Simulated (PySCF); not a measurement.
# C11H9N2: the cost of one run

The runs use PySCF 2.14.0, with density-fitted response routines of our own; the level of theory stands in each step. All values are computed, except where a source is named. Atoms are numbered from 0 throughout.

**1. The molecule as given**

22 atoms, charge 1, multiplicity 1; geometry from: GFN2-xTB.

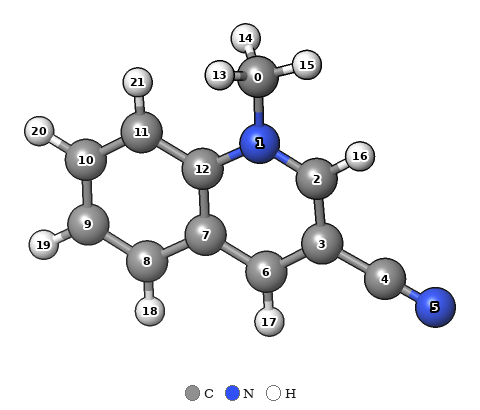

As it starts; carbon grey, nitrogen blue, hydrogen white, atoms numbered.

**2. Optimising the geometry at PBE0-D3(BJ)/def2-SVP**

The job: settings as JSON, then the geometry in Å.

```
{"job": {"xc": "PBE0", "basis": "def2-SVP", "d3": "d3bj", "grid": 2, "kind": "geom"}, "charge": 1, "multiplicity": 1}
C     -0.001020     2.833990    -0.305510
N      0.225330     1.413780    -0.140140
C      1.466450     0.970060    -0.032290
C      1.761300    -0.387710     0.126800
C      3.118210    -0.800690     0.231930
N      4.206680    -1.137260     0.314440
C      0.723260    -1.302120     0.175360
C     -0.598530    -0.846240     0.063890
C     -1.693680    -1.738110     0.109260
C     -2.974490    -1.271340    -0.002050
C     -3.208590     0.102390    -0.163020
C     -2.170220     1.001100    -0.212280
C     -0.844700     0.552890    -0.099790
H     -0.601910     3.219560     0.519450
H     -0.519400     3.029610    -1.244720
H      0.948530     3.364830    -0.309050
H      2.270040     1.692810    -0.070400
H      0.925170    -2.356180     0.297860
H     -1.495110    -2.791110     0.233880
H     -3.809340    -1.953140     0.032780
H     -4.222800     0.459860    -0.249570
H     -2.391500     2.047420    -0.337020
```

**Question.** How long does this first job take on 8 threads of Intel Xeon at 2.50GHz (Skylake/Cascade Lake), shared host?

About 9.2 min.
